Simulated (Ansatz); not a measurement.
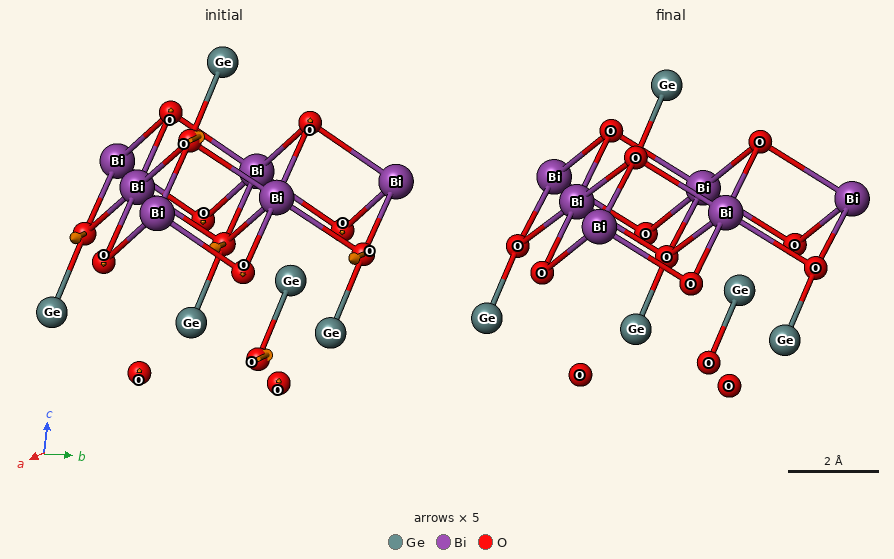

The structure of crystalline GeBi2O4 (built on the CaY2Te4-10 type type) before (left) and after (right) a relaxation, at one scale. The orange arrows give the displacements (the part carried along by the change of the cell is left out), magnified 5 times.

The picture is a ball-and-stick view of the atoms within 4.2 Å of the atom that moves most (axes of the cell of the calculation), seen slightly off an axis.

Method: DFT, PBEsol, plane waves, PAW (Ansatz 0.2.0). Settings: plane-wave cutoff 420 eV; k-point mesh 4 × 6 × 4; occupations fermi dirac; smearing width 0.03 eV; no spin polarisation; cell and atoms relaxed; force threshold 0.01 eV/Å; at most 120 steps.

**What changed between the two?**

The largest moves relative to the cell, 0.15 Å, are those of O atoms. Ge and Bi stay in place. The volume changes by +4.8 %, with a 5.758 → 6.002 Å (+4.2 %), b 3.366 → 3.599 Å (+6.9 %), c 5.887 → 5.528 Å (−6.1 %), β 108.0° → 107.8°. Near-neighbour distances that change, for instance: Ge–O 2.393 → 2.234 Å, Bi–O 2.320 → 2.434 Å, Bi–O 2.366 → 2.452 Å, Bi–O 2.359 → 2.379 Å. Bond angles that change, for instance: O–Bi–O 89.0° → 81.7°, O–Bi–O 91.0° → 98.3°, Bi–O–Bi 91.0° → 98.3°. The space group stays P2/m (No. 10). After 9 accepted moves (11 points after the start) the energy has fallen by 68.0 meV per atom. The largest force component goes from 0.62 to 0.00074 eV/Å. Pressure: 7.38 GPa at the start and 0.01 GPa at the end. At 2 points the geometry stayed and the basis and grid were re-selected for the new cell (energy shift of 5.7 meV per atom at most each time).
